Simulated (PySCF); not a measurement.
## Run report: CH7B2FN2, NMR shielding calculation

System: CH7B2FN2.
Method: GIAO BLYP/pcSseg-1 NMR shielding, non-relativistic, gas phase (PySCF 2.14.0).

The geometry comes from this level: PBE0-D3(BJ)/def2-SVP. Figures and captions count atoms from 1; the log counts them from 0 in places.

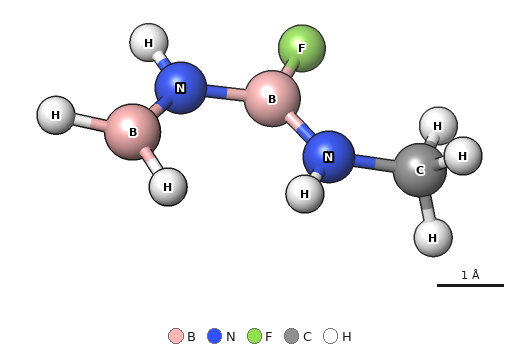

Figure 1. The structure as given in the input (ball-and-stick view, seen at a tilt).

Key numbers:

- outcome: converged
- total energy: −301.415496 hartree
- HOMO: −5.85 eV
- LUMO: −1.19 eV
- dipole moment: 1.16 D
- isotropic shielding, B: 52.2 to 72.0 ppm
- isotropic shielding, N: 102.2 to 189.2 ppm
- isotropic shielding, F: 300.4 ppm
- isotropic shielding, C: 146.3 ppm
- isotropic shielding, H: 26.0 to 28.7 ppm
- hardware: 1 CPU thread, shared host
- wall time: 16 s
- peak memory: 0.73 GiB

Input:
```
{"job": {"kind": "nmr", "xc": "BLYP", "basis": "pcSseg-1", "pop": false}, "charge": 0, "multiplicity": 1}
B     -2.397281    -0.142111    -0.039481
N     -1.443226     0.878536    -0.110410
B      0.004476     0.777608    -0.076393
F      0.690382     1.928505    -0.189630
N      0.695096    -0.426887     0.065674
C      2.125458    -0.581597     0.102400
H     -2.033631    -1.292962     0.079562
H     -3.575591     0.123327    -0.096387
H     -1.784936     1.829197    -0.215634
H      0.154334    -1.278901     0.146647
H      2.600509     0.404846     0.018990
H      2.469919    -1.040222     1.045257
H      2.498765    -1.203683    -0.729517
```

The first line tells a small driver script what to run in PySCF; the rest is the geometry in Å.

Command:
```bash
OMP_NUM_THREADS=1 python <driver script> task.json out
```

Output:
```
coarse grid: 10808 points
cycle   1  E = -301.2534112807  dE =  4.229e-01  |g| = 7.582e-01  |ddm| = 3.009e+00
cycle   2  E = -301.0438178533  dE =  2.096e-01  |g| = 1.305e+00  |ddm| = 1.339e+00
cycle   3  E = -301.3633110700  dE = -3.195e-01  |g| = 1.283e-01  |ddm| = 8.785e-01
cycle   4  E = -301.3676027419  dE = -4.292e-03  |g| = 4.291e-02  |ddm| = 1.313e-01
cycle   5  E = -301.3679700294  dE = -3.673e-04  |g| = 1.979e-02  |ddm| = 3.626e-02
cycle   6  E = -301.3680474588  dE = -7.743e-05  |g| = 5.434e-03  |ddm| = 1.545e-02
cycle   7  E = -301.3680538046  dE = -6.346e-06  |g| = 1.350e-03  |ddm| = 4.211e-03
final grid: 104816 points
cycle   8  E = -301.4154714673  dE = -5.207e-05  |g| = 1.066e-02  |ddm| = 2.328e-02
cycle   9  E = -301.4154176623  dE =  5.381e-05  |g| = 1.893e-02  |ddm| = 1.727e-02
cycle  10  E = -301.4154945816  dE = -7.692e-05  |g| = 2.225e-03  |ddm| = 1.178e-02
cycle  11  E = -301.4154957117  dE = -1.130e-06  |g| = 3.445e-04  |ddm| = 1.502e-03
cycle  12  E = -301.4154957303  dE = -1.855e-08  |g| = 1.590e-04  |ddm| = 3.132e-04
cycle  13  E = -301.4154957360  dE = -5.669e-09  |g| = 3.259e-05  |ddm| = 1.239e-04
cycle  14  E = -301.4154957361  dE = -1.660e-10  |g| = 1.407e-05  |ddm| = 2.624e-05
```

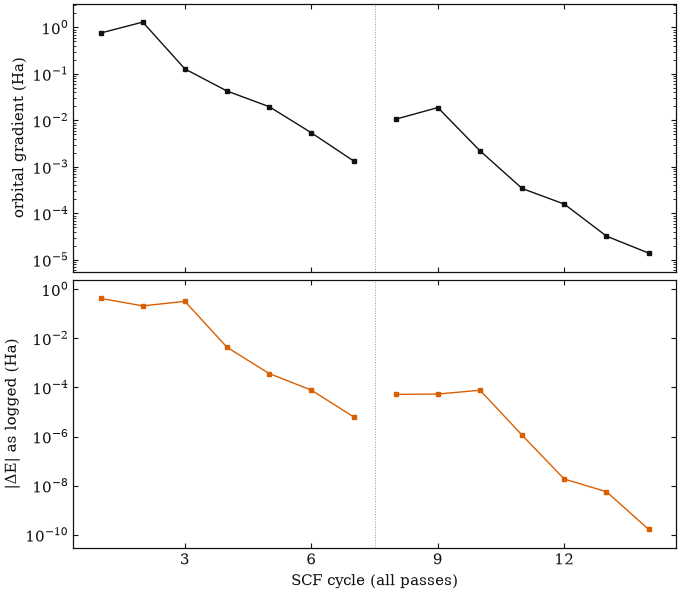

Figure 2. Convergence of the self-consistent field: orbital gradient and size of the energy change against the SCF cycle. The dotted line marks the change from a coarse to the final integration grid. The first 7 cycles use a coarse grid, the final grid takes over at cycle 8, and the field converges after 14 cycles in all.

```
converged SCF energy = -301.4154957361

GIAO shielding tensors (ppm)
atom      isotropic    diamagn.    paramagn.     s11        s22        s33       span
  0 B       52.245     196.505    -144.260     15.720     25.761    115.254     99.534
  1 N      102.203     320.425    -218.222    -21.583    121.147    207.045    228.629
  2 B       71.995     196.321    -124.325     46.736     82.235     87.015     40.279
  3 F      300.421     471.934    -171.513    203.698    287.874    409.691    205.993
  4 N      189.175     322.896    -133.721    136.340    208.236    222.950     86.610
  5 C      146.260     240.643     -94.383    120.190    142.050    176.540     56.351
  6 H       26.326      32.297      -5.971     23.758     25.874     29.346      5.588
  7 H       26.434      28.835      -2.401     25.255     26.398     27.648      2.393
  8 H       25.976      30.009      -4.033     22.255     26.906     28.768      6.513
  9 H       28.406      35.286      -6.881     19.965     29.864     35.388     15.422
 10 H       28.159      28.499      -0.340     24.092     28.065     32.320      8.228
 11 H       28.729      27.413       1.315     23.836     26.857     35.493     11.658
 12 H       28.718      27.436       1.282     23.801     26.843     35.510     11.710
```

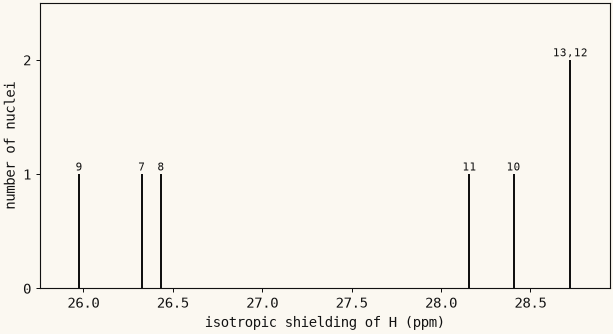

Figure 3. Isotropic shieldings of the hydrogen nuclei in this fixed geometry, labelled by atom number; shielding grows to the right, so chemical shift grows to the left. The least shielded is H9 (26.0 ppm), the most shielded H12 (28.7 ppm).
